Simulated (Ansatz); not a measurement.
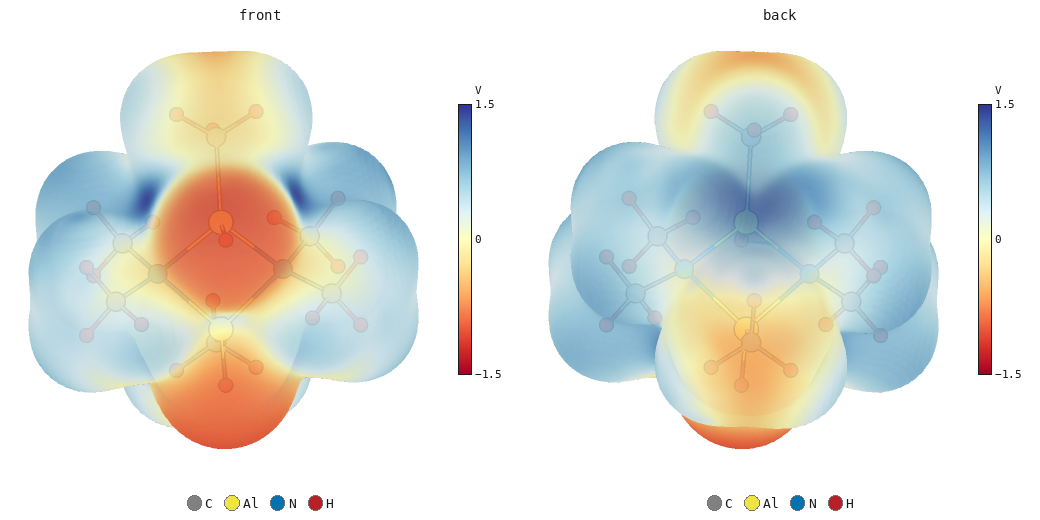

*C6H20Al2N2 (SMILES [CH3][AlH-]1[N+](C)(C)[AlH-]([CH3])[N+]1(C)C). The electrostatic potential painted on the density surface at 0.002 e/bohr³, seen from the front and from behind; red is negative and blue positive.*

Geometry: PBE0-D4/def2-TZVP.

The calculation used Ansatz 0.2.0, RKS PBE0-D4/def2-TZVPP.

```xyz
30

C    -0.4485   -2.4102   -1.4349
Al   -0.2582   -1.4434    0.2623
N    -1.3672    0.1794    0.3606
C    -2.3738    0.1563    1.4257
C    -2.0044    0.5417   -0.9081
Al    0.2321    1.2452    0.7839
C     0.4951    2.7637   -0.4311
N     1.3499   -0.3113    0.3356
C     2.3037   -0.6884    1.3826
C     2.0508   -0.1905   -0.9455
H     0.2976   -3.2083   -1.5132
H    -1.4279   -2.8966   -1.4975
H    -0.3437   -1.7851   -2.3267
H    -0.3839   -2.2087    1.6586
H    -1.9115   -0.1121    2.3754
H    -3.1614   -0.5746    1.2073
H    -2.8492    1.1378    1.5394
H    -2.7814   -0.1816   -1.1803
H    -2.4688    1.5325   -0.8478
H    -1.2738    0.5656   -1.7181
H     0.2827    1.4461    2.3677
H     0.4391    2.5089   -1.4936
H    -0.2535    3.5421   -0.2481
H     1.4719    3.2303   -0.2643
H     3.0942    0.0645    1.4847
H     2.7821   -1.6477    1.1524
H     1.7938   -0.7814    2.3412
H     2.8334    0.5751   -0.8967
H     1.3603    0.0900   -1.7424
H     2.5207   -1.1390   -1.2293
```

Which sites attract a positive test charge, and which a negative one?

A positive charge is drawn to the negative regions and a negative charge to the positive ones. The most negative region (about −1.0 V) lies over H14 and H21, the most positive (about +1.3 V) over Al2 and Al6.
